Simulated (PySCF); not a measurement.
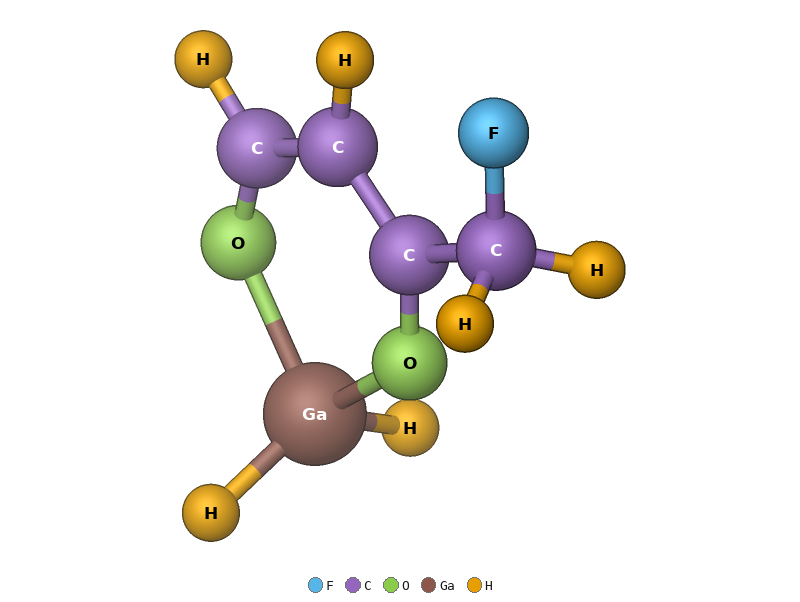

The computed structure is the end point of a GFN2-xTB optimisation. No frequency run is at hand to confirm it as a minimum. Level of theory: B3LYP/def2-SVPD, gas phase (PySCF 2.14.0). Excitations: vertical, linear response.

What does the calculation give?

The species is C₄H₆FGaO₂ (`FCC1=CC=[O+][GaH2-][O]1`).
- dipole moment: 1.77 D
- HOMO energy (Kohn–Sham orbital): −7.16 eV
- LUMO energy (Kohn–Sham orbital): −2.46 eV
- HOMO–LUMO gap: 4.70 eV
- mean static polarisability: 84.0 bohr³
- lowest vertical singlet excitation: 4.19 eV
- its oscillator strength: 0.061
- brightest of the 8 lowest singlets: 5.42 eV
- its oscillator strength: 0.17

The geometry is semi-empirical. Around Ga such bond lengths and angles can be off by a tenth of an ångström or more and by several degrees, and values that hang on the shape move with them.
